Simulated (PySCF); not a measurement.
# What a change does: NMR shielding calculation on C2H11NSi2

System: C2H11NSi2.
Method of run A: GIAO PBE0/pcSseg-1 NMR shielding, non-relativistic, IEF-PCM chloroform (PySCF 2.14.0).

The geometry comes from this level: PBE0-D3(BJ)/def2-SVP. Text and figures count atoms from 1; the logs count them from 0 in places.

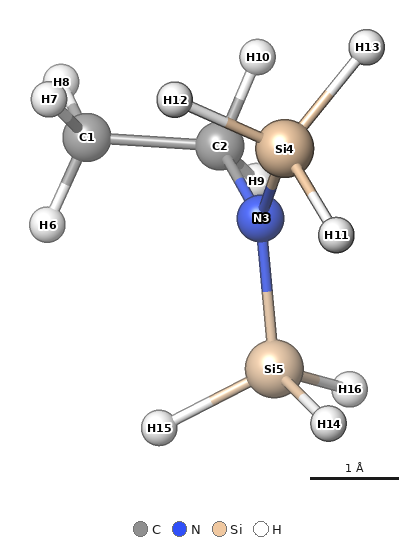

The structure (ball-and-stick view, seen at a tilt; atoms are numbered from 1 in the order of the input). Bond lengths as drawn: C–C 1.52 Å, C–H 1.10 to 1.11 Å, C–N 1.47 Å, H–Si 1.49 to 1.50 Å and N–Si 1.74 Å.

## The input, run A
```
{"job": {"kind": "nmr", "xc": "PBE0", "basis": "pcSseg-1", "solvent": "chloroform", "pop": false}, "charge": 0, "multiplicity": 1}
C      1.803981     0.560677     0.265380
C      1.074179    -0.731455    -0.069063
N     -0.386394    -0.605638    -0.062187
Si    -1.210965    -0.918079     1.442601
Si    -1.152434    -0.080370    -1.539021
H      1.558959     1.352849    -0.458842
H      1.524099     0.924521     1.266034
H      2.894843     0.411342     0.249443
H      1.402509    -1.097656    -1.059450
H      1.372894    -1.521212     0.644596
H     -2.680654    -0.865982     1.197184
H     -0.867864     0.073753     2.513380
H     -0.818208    -2.266804     1.962495
H     -2.630340    -0.161174    -1.360707
H     -0.792092     1.324371    -1.919363
H     -0.715985    -0.958389    -2.671546
```

The first line tells a small driver script what to run in PySCF; the rest is the geometry in Å.

Hardware: 1 CPU thread, shared host.

## Output (run A)
```
coarse grid: 13304 points
cycle   1  E = -716.0728408379  dE =  4.828e-02  |g| = 4.005e-01  |ddm| = 3.380e+00
cycle   2  E = -716.0393479569  dE =  3.349e-02  |g| = 5.559e-01  |ddm| = 8.397e-01
cycle   3  E = -716.1083694204  dE = -6.902e-02  |g| = 7.472e-02  |ddm| = 5.483e-01
cycle   4  E = -716.1094489824  dE = -1.080e-03  |g| = 2.468e-02  |ddm| = 7.637e-02
cycle   5  E = -716.1095915942  dE = -1.426e-04  |g| = 4.626e-03  |ddm| = 2.157e-02
cycle   6  E = -716.1095956594  dE = -4.065e-06  |g| = 8.419e-04  |ddm| = 4.402e-03
final grid: 116352 points
cycle   7  E = -716.1366141251  dE = -1.794e-05  |g| = 7.298e-03  |ddm| = 1.963e-02
cycle   8  E = -716.1366036315  dE =  1.049e-05  |g| = 9.869e-03  |ddm| = 1.500e-02
cycle   9  E = -716.1366272744  dE = -2.364e-05  |g| = 1.115e-03  |ddm| = 8.882e-03
cycle  10  E = -716.1366275225  dE = -2.481e-07  |g| = 2.244e-04  |ddm| = 9.336e-04
cycle  11  E = -716.1366275327  dE = -1.023e-08  |g| = 2.847e-05  |ddm| = 1.818e-04
cycle  12  E = -716.1366275329  dE = -1.467e-10  |g| = 1.159e-05  |ddm| = 4.232e-05
converged SCF energy = -716.1366275329

GIAO shielding tensors (ppm)
atom      isotropic    diamagn.    paramagn.     s11        s22        s33       span
  0 C      168.385     247.999     -79.615    151.162    170.667    183.324     32.161
  1 C      138.624     243.028    -104.404    112.932    133.144    169.796     56.863
  2 N      251.629     328.525     -76.895    220.885    245.938    288.064     67.179
  3 Si     396.292     879.928    -483.635    340.955    367.816    480.106    139.151
  4 Si     396.364     880.078    -483.713    340.421    368.422    480.250    139.829
  5 H       29.897      30.530      -0.633     25.440     29.202     35.049      9.609
  6 H       29.947      30.426      -0.480     25.566     29.143     35.130      9.564
  7 H       30.280      28.484       1.796     26.197     26.990     37.653     11.456
  8 H       28.351      30.345      -1.994     23.315     28.079     33.660     10.345
  9 H       28.363      30.332      -1.968     23.286     28.174     33.630     10.344
 10 H       26.542      29.529      -2.987     22.950     25.514     31.163      8.213
 11 H       26.498      29.495      -2.998     22.681     24.946     31.866      9.185
 12 H       26.685      29.007      -2.322     23.246     24.727     32.084      8.838
 13 H       26.543      29.700      -3.157     22.958     25.519     31.153      8.196
 14 H       26.486      29.687      -3.201     22.679     24.945     31.833      9.154
 15 H       26.694      29.189      -2.495     23.290     24.709     32.083      8.793
```

For run B the input was changed thus:
```diff
-"solvent": "chloroform"
-"pop": false
+"solvent": "benzene"
+"pop": true
```

What does this change do to the results?

The total energy of run B is 0.24 kcal/mol higher: the change of the electrostatic solvation energy at this fixed geometry, without cavity or dispersion terms. The dipole moment goes from 1.04 to 0.97 D. Of all shieldings, the largest change is that of C2, by −0.2 ppm. The number of SCF iterations is the same.

## Output (run B)
```
coarse grid: 13304 points
cycle   1  E = -716.0723044523  dE =  4.869e-02  |g| = 4.014e-01  |ddm| = 3.380e+00
cycle   2  E = -716.0380170713  dE =  3.429e-02  |g| = 5.593e-01  |ddm| = 8.424e-01
cycle   3  E = -716.1079556592  dE = -6.994e-02  |g| = 7.563e-02  |ddm| = 5.543e-01
cycle   4  E = -716.1090683613  dE = -1.113e-03  |g| = 2.480e-02  |ddm| = 7.794e-02
cycle   5  E = -716.1092122825  dE = -1.439e-04  |g| = 4.751e-03  |ddm| = 2.191e-02
cycle   6  E = -716.1092166096  dE = -4.327e-06  |g| = 8.822e-04  |ddm| = 4.485e-03
final grid: 116352 points
cycle   7  E = -716.1362362637  dE = -1.782e-05  |g| = 7.350e-03  |ddm| = 1.966e-02
cycle   8  E = -716.1362252953  dE =  1.097e-05  |g| = 9.995e-03  |ddm| = 1.518e-02
cycle   9  E = -716.1362495921  dE = -2.430e-05  |g| = 1.126e-03  |ddm| = 9.054e-03
cycle  10  E = -716.1362498453  dE = -2.533e-07  |g| = 2.273e-04  |ddm| = 9.487e-04
cycle  11  E = -716.1362498558  dE = -1.051e-08  |g| = 2.880e-05  |ddm| = 1.859e-04
cycle  12  E = -716.1362498560  dE = -1.506e-10  |g| = 1.200e-05  |ddm| = 4.299e-05
converged SCF energy = -716.1362498560

GIAO shielding tensors (ppm)
atom      isotropic    diamagn.    paramagn.     s11        s22        s33       span
  0 C      168.237     247.919     -79.682    151.069    170.524    183.118     32.049
  1 C      138.470     242.984    -104.514    112.932    132.905    169.574     56.641
  2 N      251.716     328.518     -76.802    221.012    246.024    288.111     67.100
  3 Si     396.199     879.945    -483.746    340.701    367.720    480.177    139.476
  4 Si     396.280     880.095    -483.815    340.199    368.330    480.313    140.114
  5 H       29.893      30.519      -0.626     25.440     29.201     35.038      9.598
  6 H       29.942      30.416      -0.474     25.566     29.141     35.118      9.552
  7 H       30.315      28.519       1.795     26.243     27.038     37.664     11.421
  8 H       28.383      30.389      -2.006     23.360     28.114     33.674     10.314
  9 H       28.397      30.379      -1.982     23.333     28.212     33.646     10.313
 10 H       26.533      29.519      -2.986     22.936     25.505     31.158      8.222
 11 H       26.486      29.477      -2.991     22.670     24.932     31.857      9.186
 12 H       26.675      28.989      -2.314     23.235     24.715     32.074      8.839
 13 H       26.535      29.691      -3.156     22.944     25.511     31.149      8.205
 14 H       26.475      29.668      -3.194     22.668     24.932     31.824      9.156
 15 H       26.684      29.171      -2.488     23.280     24.697     32.073      8.794
```

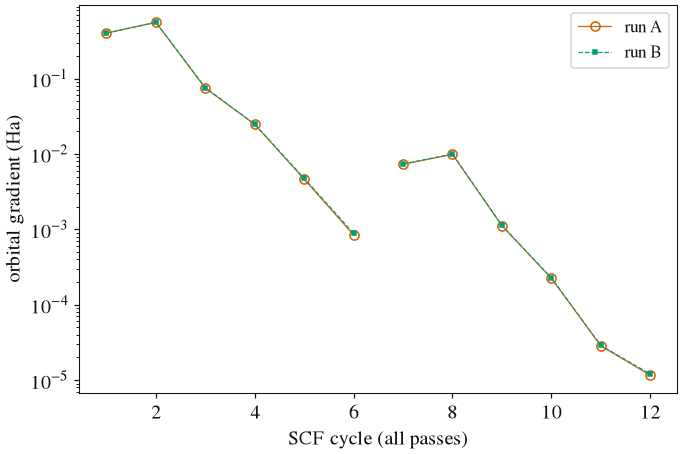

Convergence of the two runs: orbital gradient against the SCF cycle. A break in a curve parts two SCF passes (coarse and final grid). Run A takes 12 cycles in all, and run B takes 12.

## The two runs side by side

| quantity | run A | run B |
| --- | --- | --- |
| outcome | converged | converged |
| total energy (hartree) | −716.136628 | −716.136250 |
| HOMO (eV) | −6.92 | −6.94 |
| LUMO (eV) | 0.39 | 0.36 |
| dipole moment (D) | 1.04 | 0.97 |
| shielding of C1 (ppm) | 168.4 | 168.2 |
| shielding of C2 (ppm) | 138.6 | 138.5 |
| shielding of N3 (ppm) | 251.6 | 251.7 |
| shielding of Si4 (ppm) | 396.3 | 396.2 |
| shielding of Si5 (ppm) | 396.4 | 396.3 |
| shielding of H8 (ppm) | 30.3 | 30.3 |
| shielding of H10 (ppm) | 28.4 | 28.4 |
| SCF iterations | 12 | 12 |
| basis functions | 154 | 154 |
| wall time (shared host) | 16 s | 18 s |
